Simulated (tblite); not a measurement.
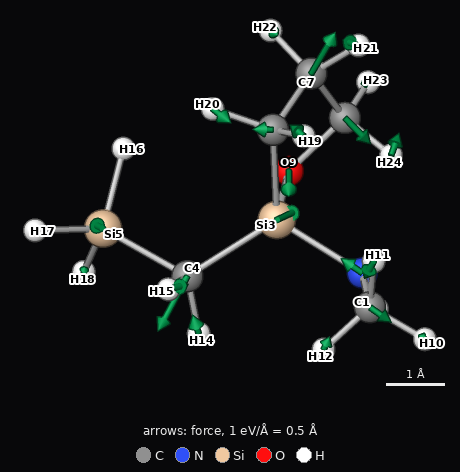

Starting geometry of C$_{5}$H$_{15}$NOSi$_{2}$ with the computed forces as green arrows. The picture is a ball-and-stick view, seen at a tilt.

These are results of tblite, GFN2-xTB geometry optimisation, gas phase, not measurements. 

> What follows when this structure is relaxed?

It isn't relaxed: the largest force vector, on a C atom, is 2.33 eV/Å. The final displacements have little in common with the starting forces (cosine between the two patterns 0.13). Over 226 geometry steps the energy falls by 1.044 eV. The atom that moves furthest after the best rigid fit is an H atom (1.87 Å). By element the largest moves are H 1.87 Å, O 0.72 Å, C 0.64 Å, N 0.55 Å, Si 0.43 Å. Near-neighbour distances that change, for instance: O–Si 1.735 → 1.641 Å, C–Si 1.832 → 1.903 Å, C–C 1.487 → 1.528 Å, C–H 1.126 → 1.089 Å. Bond angles that change, for instance: Si–O–C 96.9° → 113.5°, C–C–H 105.3° → 113.0°, C–N–Si 114.2° → 121.9°. Groups turn about C–Si by about 55°, C–Si by about 45°, O–Si by about 45°.
